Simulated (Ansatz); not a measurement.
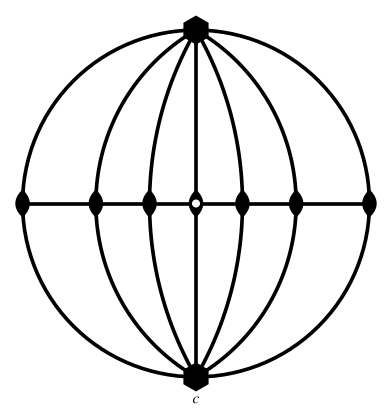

Stereographic projection: heavy lines are mirror planes (a heavy rim: a mirror in the plane of the page); lens, triangle, square and hexagon are 2-, 3-, 4- and 6-fold axes, a lens in an open square is −4, a triangle in an open hexagon −6; thin dashed diameters join the ends of axes that lie in the page; a small open circle marks inversion. The b axis points at the viewer. Computed from the symmetry operations of a computed or model structure of composition Ru.

Name the crystal class.

6/mmm (D6h), order 24, hexagonal system: one sixfold axis, six twofold axes, seven mirror planes, an inversion centre.

Can such a crystal be piezoelectric, pyroelectric or chiral?

It is centrosymmetric, so neither piezoelectric nor pyroelectric; it is not chiral.
